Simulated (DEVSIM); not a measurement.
Device: Ni/SiON/n-Ge capacitor, at 300 K.

```
layer (left to right)  material  thickness (nm)  Nd (cm⁻³)
---------------------  --------  --------------  ---------
1                          SiON            3.00          -
2                            Ge             380     2.4e18
```

Metal gate on the left, work function 5.1 eV. Fixed charge at the semiconductor interface 0 cm⁻² (in units of +e); no interface traps.

This is a model device: material constants are rounded textbook-type values typed into the input, and sizes, dopings and lifetimes were drawn at random. Values at 300 K.

| parameter | SiON | Ge |
|---|---|---|
| gap (eV) | 7 | 0.664 |
| affinity (eV) | 1.4 | 4 |
| permittivity | 5.5 | 16 |
| Nc (cm⁻³) | - | 1.04e19 |
| Nv (cm⁻³) | - | 6e18 |

Model (solved in DEVSIM): 1D Poisson equation in equilibrium, Boltzmann statistics, complete ionisation; no quantum confinement or tunnelling. Metal contacts follow the ideal Schottky-Mott rule: no Fermi-level pinning, no interface dipoles.

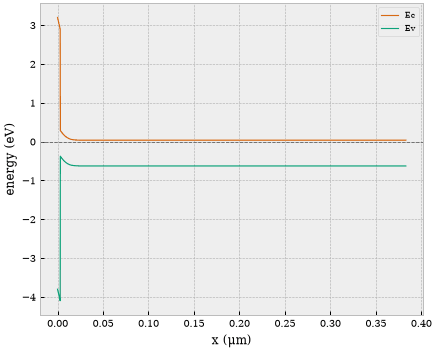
Fig. 1. Band edges at 0.5 V on the gate

Energies count from the Fermi level of the right contact; mesh points crowd at the junctions.

```tsv
x (μm)	Ec (eV)	Ev (eV)	n (cm⁻³)	p (cm⁻³)	field (V/cm)
0.000	3.200	-3.800	< 1e2	< 1e2	-1000000
0.0006742	3.131	-3.869	< 1e2	< 1e2	-1000000
0.001427	3.054	-3.946	< 1e2	< 1e2	-1000000
0.002215	2.973	-4.027	< 1e2	< 1e2	-1000000
0.003081	0.290	-0.374	1.4e14	3.1e12	-350000
0.003973	0.260	-0.404	4.5e14	9.7e11	-330000
0.005503	0.213	-0.451	2.8e15	1.6e11	-280000
0.009534	0.120	-0.544	1.0e17	4.4e9	-180000
0.01504	0.058	-0.606	1.1e18	4.0e8	-59000
0.02447	0.039	-0.625	2.3e18	1.9e8	-3500
0.04197	0.038	-0.626	2.4e18	1.8e8	-13
0.08327	0.038	-0.626	2.4e18	1.8e8	≈ 0
0.1414	0.038	-0.626	2.4e18	1.8e8	≈ 0
0.2280	0.038	-0.626	2.4e18	1.8e8	≈ 0
0.3097	0.038	-0.626	2.4e18	1.8e8	≈ 0
0.3407	0.038	-0.626	2.4e18	1.8e8	≈ 0
0.3588	0.038	-0.626	2.4e18	1.8e8	≈ 0
0.3699	0.038	-0.626	2.4e18	1.8e8	≈ 0
0.3771	0.038	-0.626	2.4e18	1.8e8	≈ 0
0.3801	0.038	-0.626	2.4e18	1.8e8	≈ 0
0.3818	0.038	-0.626	2.4e18	1.8e8	≈ 0
0.3830	0.038	-0.626	2.4e18	1.8e8	≈ 0
```
